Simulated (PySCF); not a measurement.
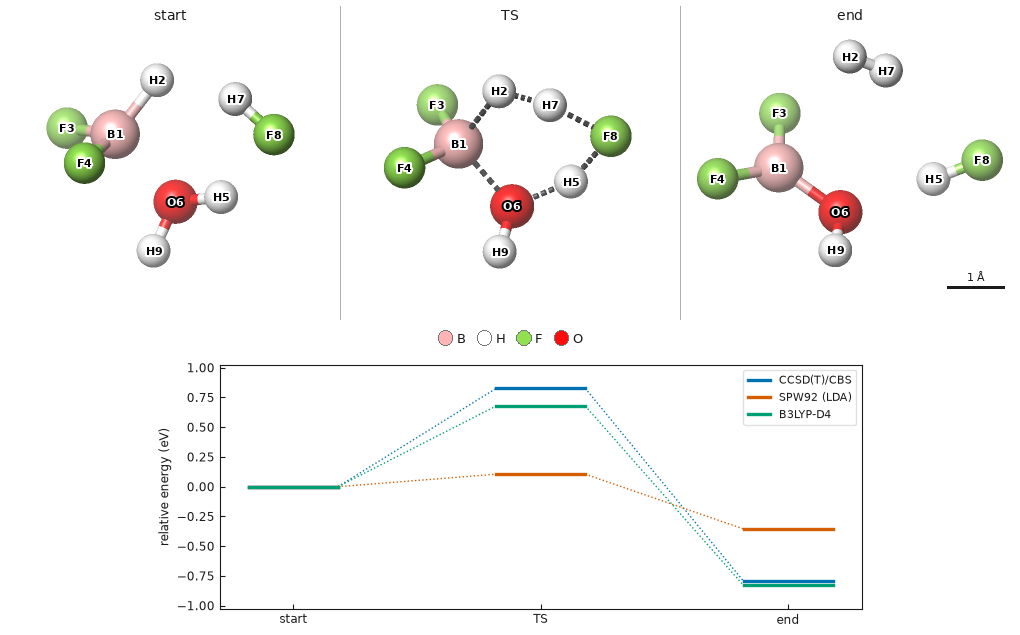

A reaction step of BH₄OF₃, with its energy diagram. A ball-and-stick model, seen face on. Dashed sticks mark bonds that form or break.

Stationary points at PBE0-D4/def2-TZVP, single-point energies with CCSD(T)/CBS, SPW92 (LDA), B3LYP-D4 (def2-TZVPP where no basis is named; PySCF 2.14.0). The energies are electronic, without zero-point or thermal terms, and both ends are the minima reached downhill from the saddle, with any fragments still in contact. CCSD(T)/CBS stands for a frozen-core estimate: MP2 correlation extrapolated from def2-TZVPP and def2-QZVPP, CCSD(T) minus MP2 from the smaller set.

**What happens, and what does it cost?**

Counted by bonded pieces, the start holds BHF₂ + HF + H₂O and the end holds BHOF₂ + HF + H₂. From the start over the saddle to the end, bonds form: B1–O6 (1.68 → 1.50 → 1.36 Å), H2–H7 (1.65 → 0.94 → 0.75 Å), H5–F8 (1.79 → 1.17 → 0.93 Å). Bonds break: B1–H2 (1.23 → 1.40 → 3.07 Å), H5–O6 (0.98 → 1.18 → 1.76 Å), H7–F8 (0.94 → 1.24 → 2.85 Å). The saddle has one imaginary mode, 1252i cm⁻¹. With CCSD(T)/CBS the barrier is 0.83 eV from the start and 1.62 eV from the end, and the end lies 0.79 eV below the start.

```csv
level,barrier from the start (eV),barrier from the end (eV),the end less the start (eV)
CCSD(T)/CBS,0.83,1.62,−0.79
SPW92 (LDA),0.11,0.46,−0.35
B3LYP-D4,0.68,1.51,−0.83
```

Against CCSD(T)/CBS, B3LYP-D4 comes closest on the barrier from the start (−0.15 eV) and SPW92 (LDA) misses most (−0.72 eV).
